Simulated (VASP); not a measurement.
Band structure of GaP (zinc blende). Calculation: PBE GGA with D3 dispersion (Becke-Johnson damping), VASP's PBE PAW potentials (set 64) (plane waves; VASP 6.6.1).

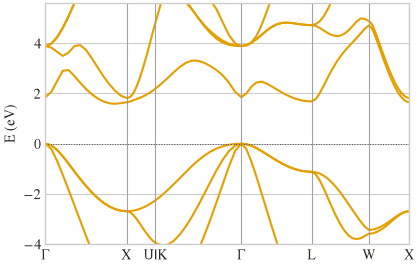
Bands along high-symmetry lines, zero at the valence-band maximum or, without a gap, the Fermi level

Q: Read the plot: is there a gap, and where are the band edges?

A: The gap is indirect, 1.59 eV, from the valence maximum at Γ to the conduction minimum at Γ-X at 0.86. (Edges off the drawn lines would not show.)

Measured: gap 2.43 eV (computed value off by -0.84 eV), as given by Wei Chen et al., Physical Review Materials (2018), doi:10.1103/physrevmaterials.2.073803 [zero-point renormalisation of 0.08 eV added back (the table's ZPR column)].

The compound is GaP in the zinc blende structure. It was relaxed first.
